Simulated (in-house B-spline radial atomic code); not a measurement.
# In¹²⁺: binding energies from hole states

Wanted: ΔSCF binding energies of In¹²⁺.

Method: Dirac-Hartree-Fock, average of configuration, Fermi nucleus, basis-set limit. Code: in-house B-spline radial atomic code version 1.

## Step 1: The system

| Item | Value |
| --- | --- |
| element | indium (Z = 49) |
| charge | +12 |
| electrons | 37 |
| configuration | [Kr] 4d1 |
| Hamiltonian | Dirac-Coulomb |
| nucleus | Fermi, rms radius 4.616 fm |

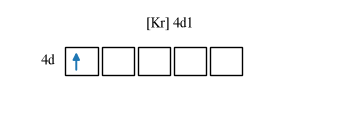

Outer shells as boxes.

The boxes draw the filling by Hund's rule, which heavy ions in jj coupling don't follow; these runs average over all states of the configuration.

The run's settings:

```ini
Z = 49
electrons = 37.0
configuration = [Kr] 4d1
hamiltonian = dirac
method = hf
spin_polarised = False
nucleus = fermi
rms_radius = 4.6156
mass_number = 115
atomic_mass = 114.903878772
speed_of_light = 137.035999084
```

This reference run was done before. Its total energy is -5833.936992 hartree, and its levels are (the highest eight at most):

| orbital | occupation | energy (eV) | <r> (bohr) |
| --- | --- | --- | --- |
| 3p3/2 | 4 | -947.36 | 0.3468 |
| 3d3/2 | 4 | -732.07 | 0.3193 |
| 3d5/2 | 6 | -724.01 | 0.3226 |
| 4s1/2 | 2 | -373.14 | 0.7948 |
| 4p1/2 | 2 | -325.41 | 0.8228 |
| 4p3/2 | 4 | -316.89 | 0.8422 |
| 4d3/2 | 0.4 | -249.81 | 0.9037 |
| 4d5/2 | 0.6 | -248.38 | 0.9098 |

## Step 2: The 3d3/2 hole

In configurations, a minus sign after the shell means j = l − 1/2 and a plus sign j = l + 1/2; the count of electrons follows.

The settings differ from step 1 so:

```diff
@@ -1,4 +1,4 @@
 Z = 49
-electrons = 37.0
-configuration = [Kr] 4d1
+electrons = 36.0
+configuration = 1s2 2s2 2p6 3s2 3p6 3d-3 3d+6 4s2 4p6 4d1
 hamiltonian = dirac
```

Main fields of the result record, rounded:

```text
status: converged
iterations: 9
energy [hartree]: {"total": -5807.32486359, "kinetic": 6107.17937359, "nuclear": -13679.1400794, "coulomb": 1908.69662108, "exact_exchange": -144.060778899}
breit [hartree]: {"gaunt": 4.572184, "retardation": -0.4654925, "frequency_dependence": -0.0390183}
qed [hartree]: {"self_energy": 3.114376, "uehling": -0.3991593, "wichmann_kroll": 0.007954828}
recoil [hartree]: 0.01916016
total_with_corrections [hartree]: -5800.5148582
orbitals [hartree, bohr; first row names the columns]:
  - ["name", "occ", "eps", "<r>"]
  - ["1s1/2", 2.0, -1045.0383, 0.029708]
  - ["2s1/2", 2.0, -170.26932, 0.12781]
  - ["2p1/2", 2.0, -159.1104, 0.10839]
  - ["2p3/2", 4.0, -151.41723, 0.11367]
  - ["3s1/2", 2.0, -42.862077, 0.34257]
  - ["3p1/2", 2.0, -38.230235, 0.33367]
  - ["3p3/2", 4.0, -36.905468, 0.34358]
  - ["3d3/2", 3.0, -29.100917, 0.31455]
  - ["3d5/2", 6.0, -28.827995, 0.31786]
  - ["4s1/2", 2.0, -14.981141, 0.77683]
  - ["4p1/2", 2.0, -13.187786, 0.80108]
  - ["4p3/2", 4.0, -12.863928, 0.81901]
  - ["4d3/2", 0.4, -10.331824, 0.86935]
  - ["4d5/2", 0.6, -10.301011, 0.87246]
sum_r [bohr^k]: {"-1": 279.1689, "1": 13.86719, "2": 8.960517}
energy_minus_base [hartree]: 26.6121284
energy_minus_base_with_corrections [hartree]: 26.5987968
```

Wall time 0.54 s (1 thread, shared host).

energy_minus_base is the energy less that of the reference run.

## Step 3: The 3d5/2 hole

The settings differ from step 2 so:

```diff
@@ -2,3 +2,3 @@
 electrons = 36.0
-configuration = 1s2 2s2 2p6 3s2 3p6 3d-3 3d+6 4s2 4p6 4d1
+configuration = 1s2 2s2 2p6 3s2 3p6 3d-4 3d+5 4s2 4p6 4d1
 hamiltonian = dirac
```

Main fields:

```text
status: converged
iterations: 9
energy [hartree]: {"total": -5807.61525482, "kinetic": 6108.04871548, "nuclear": -13680.7255839, "coulomb": 1909.15252467, "exact_exchange": -144.090911095}
breit [hartree]: {"gaunt": 4.581006, "retardation": -0.4655084, "frequency_dependence": -0.03889235}
qed [hartree]: {"self_energy": 3.113481, "uehling": -0.3991541, "wichmann_kroll": 0.007954725}
recoil [hartree]: 0.01915855
total_with_corrections [hartree]: -5800.79720874
orbitals [hartree, bohr; first row names the columns]:
  - ["name", "occ", "eps", "<r>"]
  - ["1s1/2", 2.0, -1045.005, 0.029708]
  - ["2s1/2", 2.0, -170.2436, 0.12781]
  - ["2p1/2", 2.0, -159.18759, 0.10847]
  - ["2p3/2", 4.0, -151.33353, 0.11363]
  - ["3s1/2", 2.0, -42.854432, 0.3426]
  - ["3p1/2", 2.0, -38.408327, 0.33337]
  - ["3p3/2", 4.0, -36.808575, 0.34382]
  - ["3d3/2", 4.0, -29.123556, 0.31466]
  - ["3d5/2", 5.0, -28.799161, 0.31791]
  - ["4s1/2", 2.0, -14.979928, 0.77689]
  - ["4p1/2", 2.0, -13.19866, 0.80064]
  - ["4p3/2", 4.0, -12.856973, 0.81934]
  - ["4d3/2", 0.4, -10.357972, 0.86681]
  - ["4d5/2", 0.6, -10.281693, 0.87434]
sum_r [bohr^k]: {"-1": 279.2012, "1": 13.86568, "2": 8.960372}
energy_minus_base [hartree]: 26.3217372
energy_minus_base_with_corrections [hartree]: 26.3164463
```

Run time: 0.58 s. Hardware: 1 thread, shared host.

## Step 4: The 4s hole

The settings differ from step 3 so:

```diff
@@ -2,3 +2,3 @@
 electrons = 36.0
-configuration = 1s2 2s2 2p6 3s2 3p6 3d-4 3d+5 4s2 4p6 4d1
+configuration = 1s2 2s2 2p6 3s2 3p6 3d10 4s1 4p6 4d1
 hamiltonian = dirac
```

Main fields:

```text
status: converged
iterations: 9
energy [hartree]: {"total": -5820.25496181, "kinetic": 6119.05294372, "nuclear": -13734.3656016, "coulomb": 1941.20360947, "exact_exchange": -146.145913387}
breit [hartree]: {"gaunt": 4.582769, "retardation": -0.4662208, "frequency_dependence": -0.03888928}
qed [hartree]: {"self_energy": 3.104479, "uehling": -0.3980772, "wichmann_kroll": 0.007933436}
recoil [hartree]: 0.0191001
total_with_corrections [hartree]: -5813.4438674
orbitals [hartree, bohr; first row names the columns]:
  - ["name", "occ", "eps", "<r>"]
  - ["1s1/2", 2.0, -1043.7625, 0.029707]
  - ["2s1/2", 2.0, -168.915, 0.12788]
  - ["2p1/2", 2.0, -157.83507, 0.1085]
  - ["2p3/2", 4.0, -150.04689, 0.11372]
  - ["3s1/2", 2.0, -42.006446, 0.34524]
  - ["3p1/2", 2.0, -37.519298, 0.33595]
  - ["3p3/2", 4.0, -36.053129, 0.34634]
  - ["3d3/2", 4.0, -28.156597, 0.3186]
  - ["3d5/2", 6.0, -27.85941, 0.32196]
  - ["4s1/2", 1.0, -14.790117, 0.78538]
  - ["4p1/2", 2.0, -12.88829, 0.81292]
  - ["4p3/2", 4.0, -12.565572, 0.83182]
  - ["4d3/2", 0.4, -10.141995, 0.88407]
  - ["4d5/2", 0.6, -10.086453, 0.88992]
sum_r [bohr^k]: {"-1": 280.2959, "1": 13.56702, "2": 8.635605}
energy_minus_base [hartree]: 13.6820302
energy_minus_base_with_corrections [hartree]: 13.6697876
```

Wall time 0.79 s (1 thread, shared host).

## Step 5: The 4p1/2 hole

The settings differ from step 4 so:

```diff
@@ -2,3 +2,3 @@
 electrons = 36.0
-configuration = 1s2 2s2 2p6 3s2 3p6 3d10 4s1 4p6 4d1
+configuration = 1s2 2s2 2p6 3s2 3p6 3d10 4s2 4p-1 4p+4 4d1
 hamiltonian = dirac
```

Main fields:

```text
status: converged
iterations: 9
energy [hartree]: {"total": -5822.00898118, "kinetic": 6120.98900255, "nuclear": -13738.7046492, "coulomb": 1942.21279383, "exact_exchange": -146.506128372}
breit [hartree]: {"gaunt": 4.577603, "retardation": -0.4652599, "frequency_dependence": -0.03886407}
qed [hartree]: {"self_energy": 3.11192, "uehling": -0.3989382, "wichmann_kroll": 0.007950317}
recoil [hartree]: 0.0191363
total_with_corrections [hartree]: -5815.1954336
orbitals [hartree, bohr; first row names the columns]:
  - ["name", "occ", "eps", "<r>"]
  - ["1s1/2", 2.0, -1043.7518, 0.029706]
  - ["2s1/2", 2.0, -168.90326, 0.12786]
  - ["2p1/2", 2.0, -157.79018, 0.10851]
  - ["2p3/2", 4.0, -150.02614, 0.11371]
  - ["3s1/2", 2.0, -42.003321, 0.34469]
  - ["3p1/2", 2.0, -37.455589, 0.33661]
  - ["3p3/2", 4.0, -36.029026, 0.34636]
  - ["3d3/2", 4.0, -28.115456, 0.3186]
  - ["3d5/2", 6.0, -27.829732, 0.32202]
  - ["4s1/2", 2.0, -14.641679, 0.787]
  - ["4p1/2", 1.0, -12.999332, 0.81134]
  - ["4p3/2", 4.0, -12.617323, 0.83109]
  - ["4d3/2", 0.4, -10.063501, 0.88676]
  - ["4d5/2", 0.6, -10.092866, 0.89001]
sum_r [bohr^k]: {"-1": 280.3845, "1": 13.53999, "2": 8.582226}
energy_minus_base [hartree]: 11.9280109
energy_minus_base_with_corrections [hartree]: 11.9182214
```

It took 0.55 s on 1 thread, shared host.

## Step 6: The 4p3/2 hole

The settings differ from step 5 so:

```diff
@@ -2,3 +2,3 @@
 electrons = 36.0
-configuration = 1s2 2s2 2p6 3s2 3p6 3d10 4s2 4p-1 4p+4 4d1
+configuration = 1s2 2s2 2p6 3s2 3p6 3d10 4s2 4p-2 4p+3 4d1
 hamiltonian = dirac
```

Main fields:

```text
status: converged
iterations: 9
energy [hartree]: {"total": -5822.3200115, "kinetic": 6121.97346949, "nuclear": -13740.7284617, "coulomb": 1942.97294288, "exact_exchange": -146.537962185}
breit [hartree]: {"gaunt": 4.581825, "retardation": -0.4652448, "frequency_dependence": -0.03852633}
qed [hartree]: {"self_energy": 3.111348, "uehling": -0.3989617, "wichmann_kroll": 0.007950828}
recoil [hartree]: 0.01913057
total_with_corrections [hartree]: -5815.50248948
orbitals [hartree, bohr; first row names the columns]:
  - ["name", "occ", "eps", "<r>"]
  - ["1s1/2", 2.0, -1043.7164, 0.029706]
  - ["2s1/2", 2.0, -168.87843, 0.12786]
  - ["2p1/2", 2.0, -157.78955, 0.10849]
  - ["2p3/2", 4.0, -149.98892, 0.11372]
  - ["3s1/2", 2.0, -41.98104, 0.34473]
  - ["3p1/2", 2.0, -37.473345, 0.33598]
  - ["3p3/2", 4.0, -35.988045, 0.347]
  - ["3d3/2", 4.0, -28.104008, 0.31868]
  - ["3d5/2", 6.0, -27.801351, 0.32203]
  - ["4s1/2", 2.0, -14.63194, 0.78707]
  - ["4p1/2", 2.0, -12.93001, 0.81272]
  - ["4p3/2", 3.0, -12.626454, 0.83068]
  - ["4d3/2", 0.4, -10.130537, 0.885]
  - ["4d5/2", 0.6, -10.03329, 0.89197]
sum_r [bohr^k]: {"-1": 280.4258, "1": 13.52416, "2": 8.552862}
energy_minus_base [hartree]: 11.6169805
energy_minus_base_with_corrections [hartree]: 11.6111655
```

It took 0.54 s on 1 thread, shared host.

## Step 7: The 4d hole

The settings differ from step 6 so:

```diff
@@ -2,3 +2,3 @@
 electrons = 36.0
-configuration = 1s2 2s2 2p6 3s2 3p6 3d10 4s2 4p-2 4p+3 4d1
+configuration = 1s2 2s2 2p6 3s2 3p6 3d10 4s2 4p6
 hamiltonian = dirac
```

Main fields:

```text
status: converged
iterations: 9
energy [hartree]: {"total": -5824.81062905, "kinetic": 6124.58729687, "nuclear": -13747.6566581, "coulomb": 1945.99424883, "exact_exchange": -147.735516601}
breit [hartree]: {"gaunt": 4.588089, "retardation": -0.4663976, "frequency_dependence": -0.0388226}
qed [hartree]: {"self_energy": 3.111857, "uehling": -0.3989495, "wichmann_kroll": 0.007950637}
recoil [hartree]: 0.01914637
total_with_corrections [hartree]: -5817.98775619
orbitals [hartree, bohr; first row names the columns]:
  - ["name", "occ", "eps", "<r>"]
  - ["1s1/2", 2.0, -1043.5955, 0.029707]
  - ["2s1/2", 2.0, -168.82097, 0.12787]
  - ["2p1/2", 2.0, -157.71888, 0.1085]
  - ["2p3/2", 4.0, -149.93234, 0.11372]
  - ["3s1/2", 2.0, -41.934446, 0.34471]
  - ["3p1/2", 2.0, -37.418612, 0.33598]
  - ["3p3/2", 4.0, -35.952788, 0.3464]
  - ["3d3/2", 4.0, -28.043969, 0.31875]
  - ["3d5/2", 6.0, -27.746909, 0.32212]
  - ["4s1/2", 2.0, -14.668198, 0.78748]
  - ["4p1/2", 2.0, -12.887824, 0.81354]
  - ["4p3/2", 4.0, -12.566296, 0.83224]
sum_r [bohr^k]: {"-1": 280.5672, "1": 13.47273, "2": 8.441951}
energy_minus_base [hartree]: 9.12636299
energy_minus_base_with_corrections [hartree]: 9.12589882
```

It took 0.49 s on 1 thread, shared host.

## Step 8: Binding energies

| hole | ΔSCF (eV) | with Breit, QED, recoil (eV) | −ε of the parent (eV) | −ε less ΔSCF (eV) |
| --- | --- | --- | --- | --- |
| 3d3/2 | 724.15 | 723.79 | 732.07 | 7.91 |
| 3d5/2 | 716.25 | 716.11 | 724.01 | 7.76 |
| 4s | 372.31 | 371.97 | 373.14 | 0.83 |
| 4p1/2 | 324.58 | 324.31 | 325.41 | 0.83 |
| 4p3/2 | 316.11 | 315.96 | 316.89 | 0.78 |
| 4d | 248.34 | 248.33 | - | - |

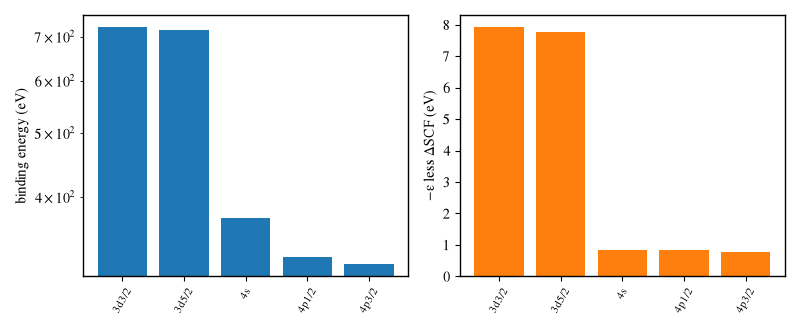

Binding energies (left) and their distance from the parent's orbital energies (right).

What this shows: Every ΔSCF value lies below −ε, since the other electrons relax into the hole: by 7.9 eV for 3d3/2 and 0.78 eV for 4p3/2. The spin-orbit splitting of the 3d hole is 7.68 eV with those corrections. Two partly filled shells share a symmetry and can mix in the average, which may lower the energy, in these hole states: 3d3/2; 3d5/2. A dash stands where an open shell is averaged over j, so that no single parent level belongs to the hole. Values are for the free ion, measured from the vacuum level.
